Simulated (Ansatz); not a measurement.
# Fields on a plane of CuAu (CuAu type, space group P4/mmm)

```yaml
crystal:
  lattice:
    - [2.86058, 0.00000, 0.00000]
    - [0.00000, 2.86058, 0.00000]
    - [0.00000, 0.00000, 3.55181]
  atoms:
    - { symbol: Cu, position: [0.50000, 0.50000, 0.50000] }
    - { symbol: Au, position: [0.00000, 0.00000, 0.00000] }
```

The slice is a (010) plane (indices of the conventional cell) through the point (0.000, 0.000, 0.000) (fractional), spanned by u = [100] and v = [001] in vectors of this cell: u (2.86 Å) and v (3.55 Å, at 90° to u). It covers one period; positions are fractions (u, v).

Atoms on it: Au at (0.00, 0.00).

Method: r2SCAN (plane waves to 500 eV, PAW, scalar-relativistic; Ansatz, a first-principles code). k mesh 16×16×13. Inside the PAW spheres the values are not all-electron values, and peaks at nuclei hang on which shells count as valence. CuAu is run without spin polarisation. CuAu was relaxed with its symmetry unable to fall. Spin-orbit coupling is left out, though Au is heavy.

```
|xxxxxxxx01455410xxxxxxx|
|xxxxxxxx01466410xxxxxxx|
|xxxxxxxx03566530xxxxxxx|
|xxxxxxx0046776400xxxxxx|
|xxxxxxx0357777530xxxxxx|
|xxxxxx025678876520xxxxx|
|xxxx0024678888764200xxx|
|00001356788888876531000|
|22345667888888887665432|
|55667778888888888777665|
|78888888888888888888888|
|99999988888888888899999|
|99999998888778888999999|
|99999998888778888999999|
|99999998888778888999999|
|99999988888888888899999|
|78888888888888888888888|
|55667778888888888777665|
|22345667888888887665432|
|00001356788888876531000|
|xxxx0024678888764200xxx|
|xxxxxx025678876520xxxxx|
|xxxxxxx0357777530xxxxxx|
|xxxxxxx0046776400xxxxxx|
|xxxxxxxx03566530xxxxxxx|
|xxxxxxxx01466410xxxxxxx|
|xxxxxxxx01455410xxxxxxx|
|xxxxxxxxx045540xxxxxxxx|
```
Scale: ten equal steps from 3.00 (start of '0') to 11.56 (end of '9'), in the order '0123456789'. Values: electrostatic potential energy of an electron, from the cell's mean, in eV. The map has 23 points along u (one character each, u = 0 at the left) and 28 along v (v = 0 in the bottom row). Points within 1 Å of a nucleus are blanked (x), as the pseudised field means little there. Values under 3 eV are set to 3. The zero, the cell's mean, hangs on the PAW cores.

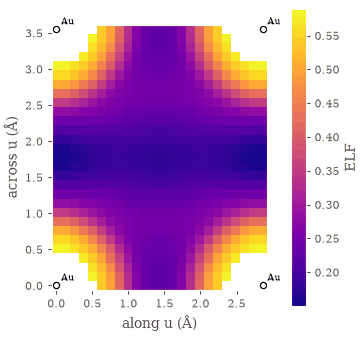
Electron localisation function (ELF), one period of the plane, atoms marked. Points within 0.5 Å of a nucleus are left white, as the pseudised field means little there.

The density on the Au–Au line (2.86 Å) at its midpoint comes out as 0.31 e/Å³ and the ELF at that point is 0.2.
